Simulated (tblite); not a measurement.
C2H6BGe: geometry relaxation

C2H6BGe, multiplicity 2, computed with GFN2-xTB geometry optimisation, gas phase (tblite 0.8.0).

It belongs to a series of runs on one base structure; here: H removed from sp2 C.

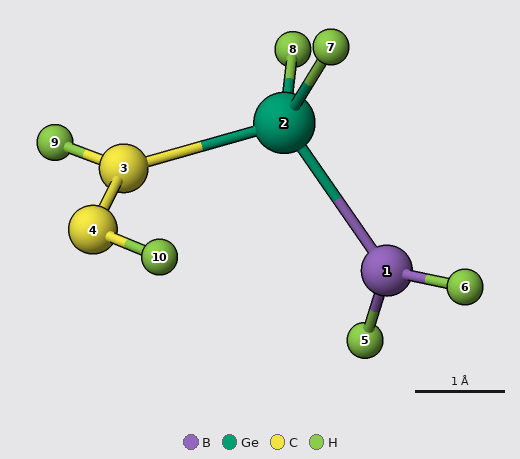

The starting structure (ball-and-stick view, seen at a tilt; atoms are numbered from 1 in the order of the input). Sticks mark near contacts. Bond lengths as drawn: B–Ge 2.03 Å, B–H 1.17 Å, C–C 1.32 Å, C–Ge 1.91 Å, C–H 1.09 to 1.10 Å and Ge–H 1.54 to 1.55 Å.

Results in brief:

```csv
quantity,value
outcome,converged
total energy,−281.4386 eV
hardware,"1 CPU thread, shared host"
peak memory,0.18 GiB
```

Input file:
```
{"job": {"kind": "relax", "xc": "GFN2-xTB", "basis": "xTB"}, "charge": 0, "multiplicity": 2}
B      1.629000    -0.726400    -0.070600
Ge     0.318500     0.823700     0.022300
C     -1.431100     0.207000    -0.432700
C     -2.052500    -0.721000     0.274000
H      1.770800    -1.301800    -1.081700
H      2.208800    -1.060500     0.891700
H      0.307800     1.390900     1.470100
H      0.771400     1.931500    -0.953600
H     -1.937400     0.637300    -1.294400
H     -1.576500    -1.176000     1.152400
```

The first line tells a small driver script what to run in tblite; the rest is the geometry in Å.

Run as:
```bash
OMP_NUM_THREADS=1 python <driver script> task.json out
```

The program's output:
```
step      E/eV     max force
  0    -280.85973    3.110
  1    -281.02092    1.831
  2    -281.09936    0.851
  3    -281.13562    0.692
  4    -281.17549    0.362
  5    -281.18966    0.338
  6    -281.21863    0.511
  7    -281.24485    0.556
  8    -281.26693    0.420
  9    -281.28144    0.311
 10    -281.29243    0.326
 11    -281.30649    0.307
 12    -281.31732    0.235
 13    -281.32571    0.211
 14    -281.33297    0.273
 15    -281.34024    0.256
 16    -281.35134    0.292
 17    -281.36409    0.246
 18    -281.37371    0.228
 19    -281.37862    0.192
 20    -281.38186    0.183
 21    -281.38436    0.129
 22    -281.38616    0.154
 23    -281.38772    0.147
 24    -281.38966    0.139
 25    -281.39184    0.136
 26    -281.39330    0.113
 27    -281.39512    0.115
 28    -281.39671    0.135
 29    -281.39850    0.173
 30    -281.40024    0.153
 31    -281.40183    0.099
 32    -281.40293    0.085
 33    -281.40352    0.069
 34    -281.40392    0.062
 35    -281.40430    0.057
 36    -281.40478    0.065
 37    -281.40552    0.088
 38    -281.40640    0.092
 39    -281.40723    0.069
 40    -281.40802    0.074
 41    -281.40883    0.076
 42    -281.40982    0.087
 43    -281.41091    0.097
 44    -281.41168    0.069
 45    -281.41219    0.061
 46    -281.41240    0.057
 47    -281.41256    0.033
 48    -281.41265    0.025
 49    -281.41288    0.021
 50    -281.41307    0.026
 51    -281.41320    0.030
 52    -281.41326    0.027
 53    -281.41331    0.023
 54    -281.41340    0.023
 55    -281.41356    0.037
 56    -281.41376    0.040
 57    -281.41391    0.026
 58    -281.41397    0.020
 59    -281.41400    0.018
 60    -281.41404    0.018
 61    -281.41409    0.018
 62    -281.41414    0.017
 63    -281.41415    0.012
 64    -281.41417    0.010
 65    -281.41418    0.014
 66    -281.41422    0.019
 67    -281.41430    0.027
 68    -281.41442    0.033
 69    -281.41454    0.034
 70    -281.41464    0.034
 71    -281.41474    0.038
 72    -281.41491    0.049
 73    -281.41523    0.059
 74    -281.41565    0.069
 75    -281.41602    0.064
 76    -281.41631    0.043
 77    -281.41653    0.046
 78    -281.41675    0.057
 79    -281.41725    0.098
 80    -281.41846    0.095
 81    -281.42013    0.149
 82    -281.41779    0.311
 83    -281.42146    0.092
 84    -281.42186    0.064
 85    -281.42252    0.114
 86    -281.42313    0.198
 87    -281.42369    0.098
 88    -281.42426    0.047
 89    -281.42453    0.028
 90    -281.42476    0.031
 91    -281.42487    0.045
 92    -281.42498    0.033
 93    -281.42517    0.035
 94    -281.42564    0.062
 95    -281.42635    0.089
 96    -281.42771    0.154
 97    -281.42472    0.334
 98    -281.42963    0.262
 99    -281.43080    0.093
100    -281.42428    0.438
101    -281.43172    0.067
102    -281.43230    0.061
103    -281.42944    0.323
104    -281.43333    0.070
105    -281.43388    0.062
106    -281.43135    0.377
107    -281.43463    0.049
108    -281.43502    0.076
109    -281.43486    0.170
110    -281.43592    0.135
111    -281.43624    0.093
112    -281.43688    0.166
113    -281.43743    0.044
114    -281.43760    0.051
115    -281.43774    0.057
116    -281.43780    0.038
117    -281.43787    0.019
118    -281.43790    0.027
119    -281.43792    0.029
120    -281.43799    0.032
121    -281.43806    0.034
122    -281.43817    0.036
123    -281.43827    0.035
124    -281.43836    0.030
125    -281.43841    0.024
126    -281.43846    0.021
127    -281.43851    0.018
128    -281.43855    0.014
129    -281.43857    0.009
```

Trajectory as extended XYZ (Å, eV, eV/Å), 10 of the 130 frames kept, from step=0 to step=129:
```
10
Properties=species:S:1:pos:R:3:forces:R:3 step=0 energy=-280.85973
B     1.6290   -0.7264   -0.0706   -0.1460   0.1220  -0.0250
Ge    0.3185    0.8237    0.0223    2.0000   0.1770   0.5360
C    -1.4311    0.2070   -0.4327   -2.7140  -1.4930   0.2750
C    -2.0525   -0.7210    0.2740    1.8750   1.2470  -0.1730
H     1.7708   -1.3018   -1.0817    0.0750   0.0190   0.1670
H     2.2088   -1.0605    0.8917   -0.0480  -0.0580  -0.1940
H     0.3078    1.3909    1.4701   -0.1630   0.1150  -0.5970
H     0.7714    1.9315   -0.9536   -0.4080  -0.0670   0.3590
H    -1.9374    0.6373   -1.2944    0.2640   0.0320   0.0520
H    -1.5765   -1.1760    1.1524   -0.7340  -0.0940  -0.4000
10
Properties=species:S:1:pos:R:3:forces:R:3 step=14 energy=-281.33297
B     1.7395   -0.7300   -0.0924    0.0010   0.0010  -0.0240
Ge    0.5630    0.8451    0.0040   -0.1160   0.0520  -0.0140
C    -1.4473    0.1416   -0.3937   -0.1490   0.0640  -0.0500
C    -2.0340   -0.6816    0.3463    0.2040  -0.0850   0.1610
H     1.8833   -1.3087   -1.0933    0.0530   0.0880  -0.1590
H     2.1713   -1.2196    0.8748   -0.0830   0.0440   0.1110
H     0.2783    1.5516    1.3167    0.0810  -0.0120   0.0690
H     0.5604    2.0542   -0.9239    0.0020  -0.1650  -0.0670
H    -1.8400    0.6668   -1.2468    0.1800   0.0070   0.0290
H    -1.8658   -1.3148    1.1858   -0.1730   0.0080  -0.0570
10
Properties=species:S:1:pos:R:3:forces:R:3 step=29 energy=-281.39850
B     1.7764   -0.7046   -0.1164   -0.0410  -0.0100  -0.0200
Ge    0.6112    0.8549    0.0161   -0.0380   0.0140   0.0010
C    -1.4472    0.1036   -0.3153    0.0090   0.0230   0.0100
C    -2.0635   -0.6948    0.4064   -0.0150   0.0000  -0.0810
H     2.0709   -1.1321   -1.1644    0.0530   0.0250   0.0490
H     2.0235   -1.2944    0.8614    0.0380  -0.0540  -0.0250
H     0.3868    1.6417    1.2962   -0.0180  -0.0180   0.0070
H     0.5000    1.9635   -1.0173    0.0330   0.0190  -0.0360
H    -1.7223    0.6469   -1.1929   -0.0170   0.0620  -0.0660
H    -2.1269   -1.3801    1.2036   -0.0040  -0.0620   0.1610
10
Properties=species:S:1:pos:R:3:forces:R:3 step=43 energy=-281.41091
B     1.8006   -0.7113   -0.1184   -0.0190   0.0550   0.0470
Ge    0.5971    0.8216    0.0087   -0.0360  -0.0270   0.0120
C    -1.4970    0.1013   -0.3118    0.0160   0.0180   0.0120
C    -2.1000   -0.6810    0.4378    0.0380   0.0340   0.0270
H     2.2578   -0.9872   -1.1537    0.0460  -0.0480  -0.0710
H     1.9728   -1.4060    0.8039   -0.0050  -0.0150   0.0190
H     0.3304    1.6243    1.2712   -0.0100  -0.0240  -0.0040
H     0.5580    1.9190   -1.0456   -0.0170   0.0180  -0.0010
H    -1.7641    0.6479   -1.1916   -0.0120  -0.0180  -0.0120
H    -2.1468   -1.3240    1.2770    0.0000   0.0060  -0.0290
10
Properties=species:S:1:pos:R:3:forces:R:3 step=57 energy=-281.41391
B     1.8060   -0.7120   -0.1239    0.0110   0.0070  -0.0230
Ge    0.5772    0.8053   -0.0080    0.0020   0.0180   0.0090
C    -1.4857    0.1099   -0.3217   -0.0100   0.0230   0.0010
C    -2.0928   -0.6544    0.4477   -0.0140  -0.0180   0.0070
H     2.3053   -0.9842   -1.1447   -0.0020  -0.0050   0.0010
H     1.9538   -1.4122    0.7994   -0.0050  -0.0050   0.0090
H     0.3158    1.5750    1.2745   -0.0010  -0.0090   0.0000
H     0.5394    1.9300   -1.0333    0.0030  -0.0020   0.0020
H    -1.7842    0.6385   -1.2043    0.0120  -0.0140  -0.0100
H    -2.1259   -1.2913    1.2918    0.0030   0.0040   0.0040
10
Properties=species:S:1:pos:R:3:forces:R:3 step=72 energy=-281.41491
B     1.8008   -0.7081   -0.1425    0.0130  -0.0010   0.0470
Ge    0.5809    0.8146   -0.0018   -0.0040  -0.0210  -0.0200
C    -1.4831    0.0969   -0.3320    0.0040  -0.0270   0.0210
C    -2.0925   -0.6479    0.4543    0.0110   0.0270  -0.0230
H     2.3057   -0.9865   -1.1588   -0.0230   0.0170   0.0000
H     1.9398   -1.4056    0.7863    0.0050  -0.0080  -0.0270
H     0.3120    1.5499    1.2980    0.0030   0.0010   0.0010
H     0.5413    1.9599   -1.0037   -0.0140   0.0020   0.0030
H    -1.7617    0.5818   -1.2450    0.0050   0.0000  -0.0050
H    -2.1344   -1.2505    1.3228    0.0010   0.0100   0.0020
10
Properties=species:S:1:pos:R:3:forces:R:3 step=86 energy=-281.42313
B     1.7747   -0.6808   -0.1990    0.0310  -0.0180  -0.0650
Ge    0.5750    0.8375    0.0734   -0.0250   0.0030   0.0270
C    -1.3812   -0.0120   -0.3891   -0.0770  -0.0930   0.1570
C    -2.0957   -0.5609    0.4738    0.0760   0.0520  -0.1210
H     2.2240   -0.8832   -1.2614   -0.0030  -0.0090   0.0600
H     1.9233   -1.4625    0.6588    0.0160   0.0380  -0.0270
H     0.2681    1.4460    1.4309    0.0020  -0.0020  -0.0340
H     0.4809    2.0528   -0.8417   -0.0020  -0.0370   0.0380
H    -1.5335    0.1890   -1.4293   -0.0120   0.0260  -0.0270
H    -2.2267   -0.9212    1.4611   -0.0050   0.0390  -0.0080
10
Properties=species:S:1:pos:R:3:forces:R:3 step=100 energy=-281.42428
B     1.8394   -0.6373   -0.2963    0.0040   0.0160   0.0050
Ge    0.5541    0.7701    0.1466   -0.0340   0.0140   0.0050
C    -1.3278   -0.1509   -0.4055   -0.3700  -0.1360   0.1630
C    -2.1983   -0.3887    0.4678    0.3110   0.0910  -0.1120
H     2.2407   -0.7473   -1.3895   -0.0150   0.0020   0.0210
H     2.0825   -1.4565    0.5004    0.0350  -0.0010  -0.0030
H     0.2288    1.2289    1.5567    0.0180  -0.0310  -0.0140
H     0.3695    2.0667   -0.6276    0.0080  -0.0300  -0.0180
H    -1.3120   -0.2822   -1.4800   -0.0690   0.0540   0.3770
H    -2.4681   -0.3982    1.5050    0.1120   0.0210  -0.4230
10
Properties=species:S:1:pos:R:3:forces:R:3 step=115 energy=-281.43774
B     1.9008   -0.6216   -0.3110    0.0020  -0.0060  -0.0010
Ge    0.5521    0.7128    0.1664    0.0010  -0.0140  -0.0040
C    -1.3589   -0.1726   -0.3892    0.0250   0.0030  -0.0220
C    -2.2653   -0.3257    0.4509   -0.0220   0.0120  -0.0090
H     2.2353   -0.7366   -1.4258   -0.0020   0.0020   0.0060
H     2.2717   -1.3901    0.4873    0.0040   0.0040   0.0000
H     0.2512    1.1455    1.5879   -0.0010   0.0050   0.0030
H     0.3370    2.0083   -0.5971   -0.0010   0.0040  -0.0040
H    -1.3134   -0.3519   -1.4434    0.0100   0.0010  -0.0220
H    -2.6016   -0.2636    1.4514   -0.0150  -0.0120   0.0540
10
Properties=species:S:1:pos:R:3:forces:R:3 step=129 energy=-281.43857
B     1.8913   -0.6351   -0.2922   -0.0010   0.0050   0.0060
Ge    0.5524    0.7219    0.1509    0.0040  -0.0070   0.0000
C    -1.3695   -0.1415   -0.3935   -0.0020   0.0010  -0.0090
C    -2.2546   -0.3550    0.4572    0.0050   0.0010   0.0060
H     2.2340   -0.7724   -1.4015    0.0010  -0.0010  -0.0040
H     2.2548   -1.3881    0.5241   -0.0030   0.0030  -0.0020
H     0.2552    1.1895    1.5625    0.0000   0.0010   0.0000
H     0.3578    2.0045   -0.6410    0.0010  -0.0010   0.0010
H    -1.3497   -0.2495   -1.4591   -0.0030  -0.0010   0.0030
H    -2.5629   -0.3696    1.4701   -0.0010  -0.0010  -0.0030
```

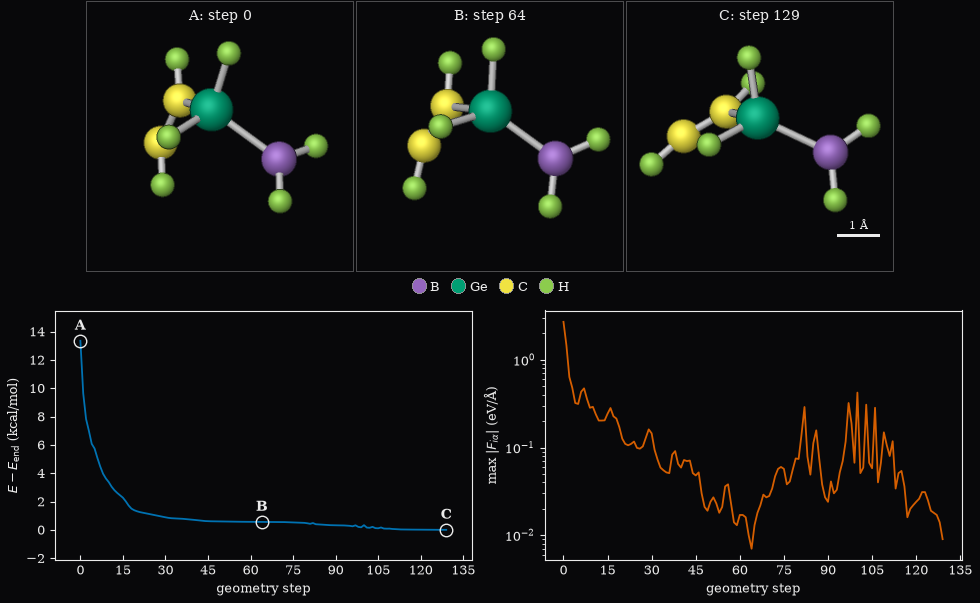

Frames of the relaxation (ball-and-stick view, seen at a tilt) above the curves, on which the letters mark them (steps are counted from 0).

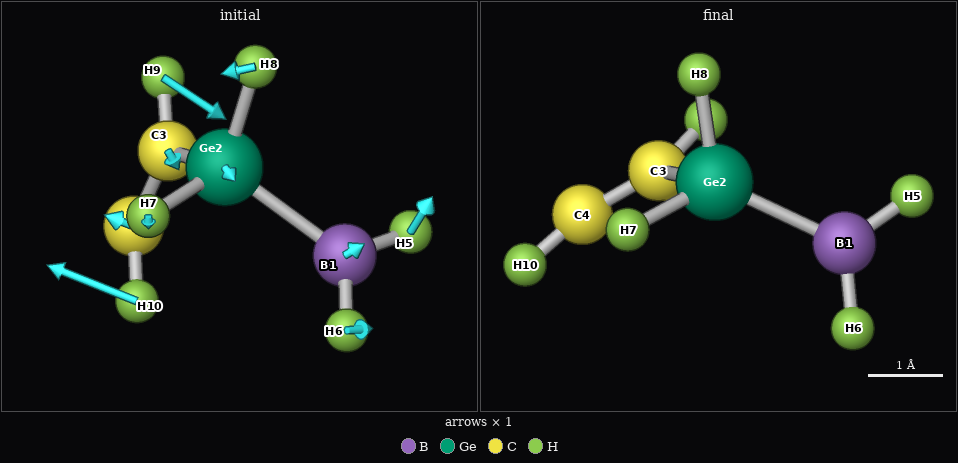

Before (left) and after (right) the relaxation, at one scale (ball-and-stick view, seen at a tilt). The teal arrows give the displacements, at true length. The largest move after the best rigid fit is that of H10, 1.34 Å. By element the largest moves are H 1.34 Å, C 0.48 Å, B 0.35 Å, Ge 0.29 Å. Among the contacts that change: Ge2–C3 1.910 → 2.176 Å, C3–C4 1.322 → 1.246 Å, B1–Ge2 2.032 → 1.957 Å, C4–H10 1.098 → 1.059 Å. Among the angles that change: C3–C4–H10 121.0° → 149.6°, C3–Ge2–H8 110.5° → 95.2°, B1–Ge2–H7 109.0° → 124.0°. Over 129 geometry steps the energy falls by 13.3 kcal/mol. The largest force component goes from 2.7 to 0.009 eV/Å. (Atoms are counted from 1 in the order of the input.)
